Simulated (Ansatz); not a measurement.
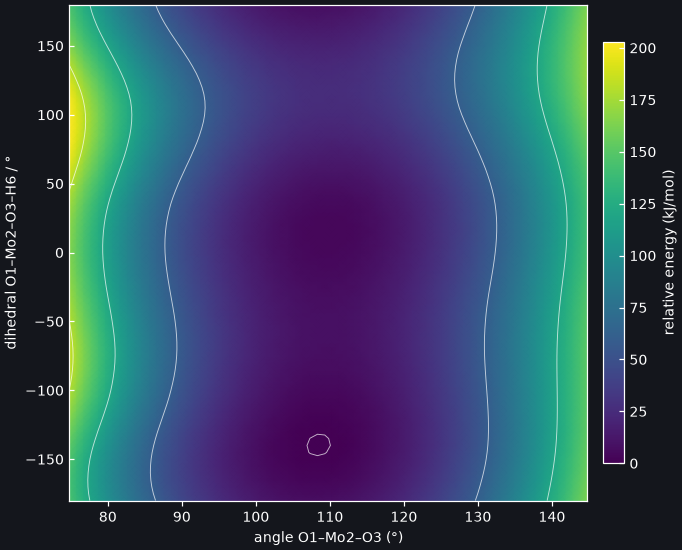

FHMoO2Se, SMILES [O]=[Mo]([OH])([F])=[Se]. 
- The first coordinate is: angle O1–Mo2–O3; the second: dihedral O1–Mo2–O3–H6.
- Nothing is relaxed (all other coordinates rigid).
- The scan uses a 9 × 10 grid.
- Points are written as (first, second).
- Energies are in kJ/mol, from the lowest grid point.
- These are results of Ansatz, RKS PBE0-D4/def2-TZVP, not measurements.

The picture shows a smooth colour map with a few white contour lines. Between grid points the surface is interpolated.

The lowest grid point is at (109.8°, −144°). There is a further well near (109.8°, 0°) (3.7 kJ/mol above the lowest at that grid point). The highest grid point, (74.8°, 108°), lies 203 kJ/mol above the lowest. On the interpolated surface the easiest way out of the lowest well to the well at about (110°, 15°) passes a barrier of about 8.6 kJ/mol, counted from the interpolated bottom of the well. Round the minimum the two coordinates are weakly coupled (coupling −0.12 in units of the two stiffnesses).

The system is changed to FHMoO₂S, SMILES [O]=[Mo]([OH])([F])=[S]; the new grid has 7 × 8 points, laid about the new relaxed structure.

What will the new map look like?

The minimum (interpolated where it lies between grid points) moves from about (108°, −140°) to about (109°, −135°). The easiest pass out of the lowest well goes from about 8.6 to about 8 kJ/mol on the interpolated surfaces. The curvature at the minimum changes by less than a tenth (about 8) eV/rad² along angle O1–Mo2–O3 and by less than a tenth (about 0.28) eV/rad² along dihedral O1–Mo2–O3–H6.

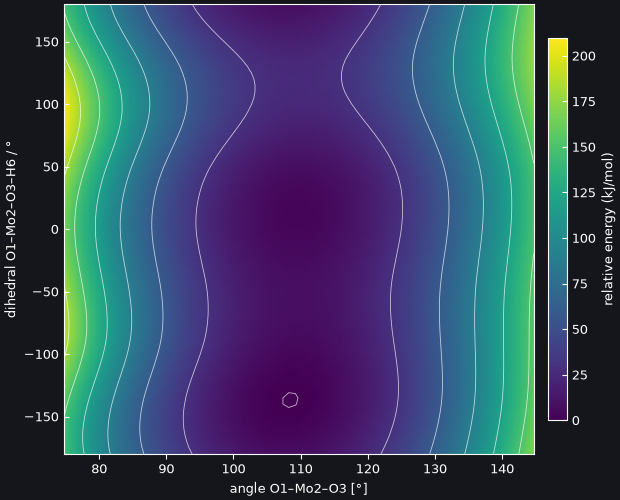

The map after the change, on a colour scale of its own. In the figure: a smooth colour map with a few white contour lines. Between grid points the surface is interpolated.
